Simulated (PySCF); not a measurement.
# C4H10 (n-butane): what the fields show

Input file:

```
{"job": {"kind": "sp", "xc": "M06-2X", "basis": "ma-def2-TZVP", "grid": 3}, "charge": 0, "multiplicity": 1}
C      1.872850    -0.514970     0.358819
C      0.440072    -0.063519     0.614339
C     -0.440353    -0.223241    -0.622733
C     -1.872395     0.228837    -0.364253
H      2.322752     0.074414    -0.437284
H      2.477822    -0.398163     1.255199
H      1.896189    -1.561667     0.062717
H      0.439174     0.984500     0.922977
H      0.016425    -0.648650     1.433847
H     -0.440944    -1.271570    -0.930280
H     -0.017769     0.361324    -1.443147
H     -1.895792     1.276985    -0.072949
H     -2.480390     0.107049    -1.257839
H     -2.318997    -0.357252     0.436256
```

Launched as:

```sh
OMP_NUM_THREADS=1 python redox_run.py task.json out
```

Geometry: GFN2-xTB.

All numbers below come from PySCF 2.14.0, density-fitted response routines, DFT single point, gas phase, functional M06-2X.

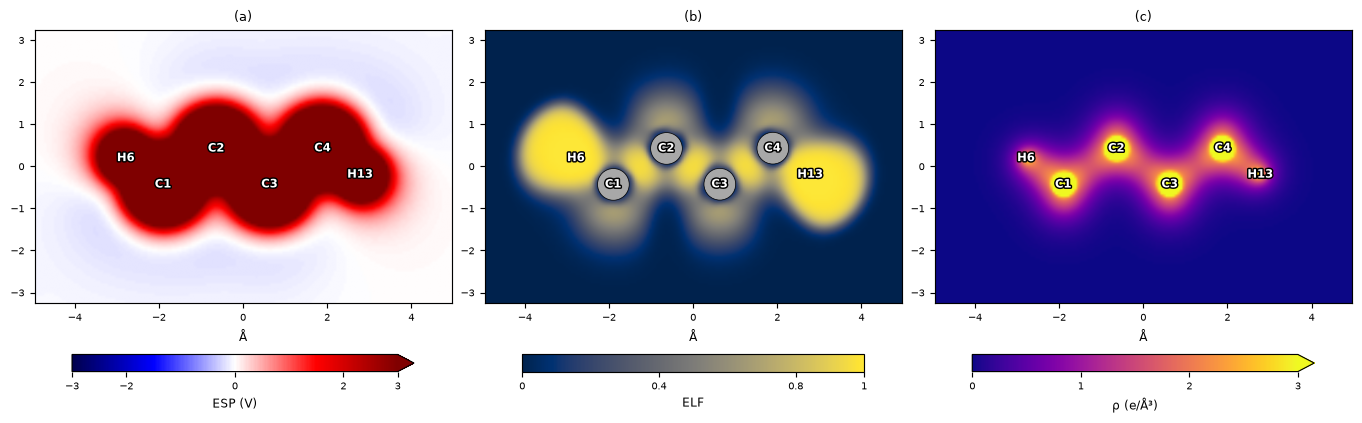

Figure 1. (a) molecular electrostatic potential; (b) ELF; (c) total electron density on the plane of atoms C2, C1 and H6. Grey discs cover the atomic cores in the ELF map.

Question: Describe what can be read from this map.

Answer:
- The plane passes through C and H nuclei.
- C–C (1.52 Å): ρ at the midpoint is about 1.7 e/Å³; the ELF peaks at about 0.95 between the atoms: a shared electron pair.
- C–H (1.09 Å): the density is about 2 e/Å³ at the midpoint; the ELF climbs to about 1 towards the hydrogen, as it does in any bond to H (an ordinary covalent bond to hydrogen).
- The potential has no marked negative region in this plane.

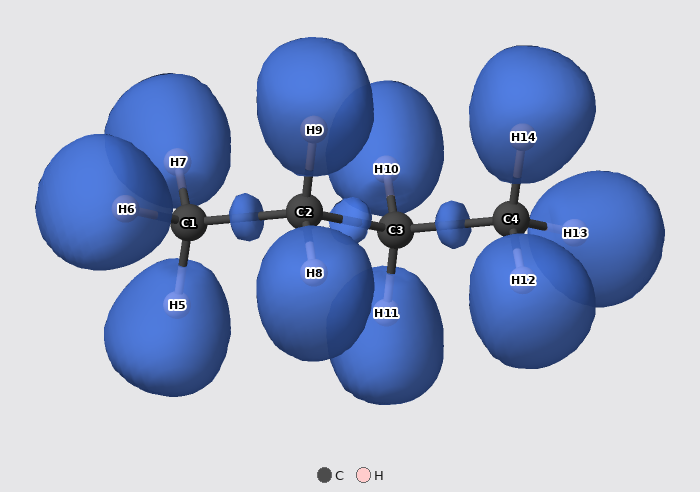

Figure 2. Isosurface of the electron localisation function at 0.9 (blue), seen from one side. Only the valence region is drawn (cores and ρ < 0.01 e/Å³ removed).

Question: What do the ELF domains correspond to?

Answer: The surface consists of three regions between bonded C–C atoms (shared pairs) and ten regions around hydrogen nuclei.

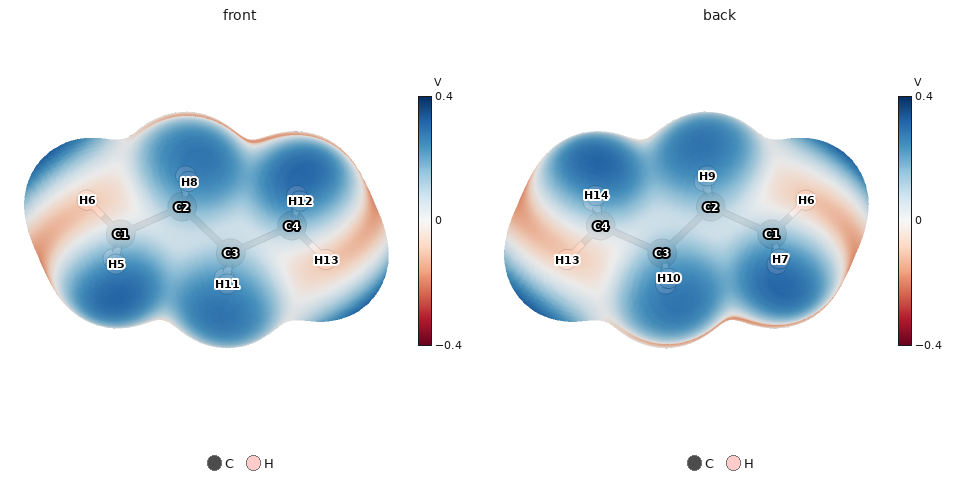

Figure 3. The molecular electrostatic potential painted on the density surface at 0.001 e/bohr³, seen from the front and from behind; the colour scale runs from red (negative) to blue (positive).

Question: Describe the electrostatic potential map.

Answer: The surface potential is weak everywhere (between −0.2 and +0.3 V): the molecule has no strongly electron-rich or electron-poor site.

Question: What dipole moment does the calculation give?

Answer: Its dipole moment is zero.
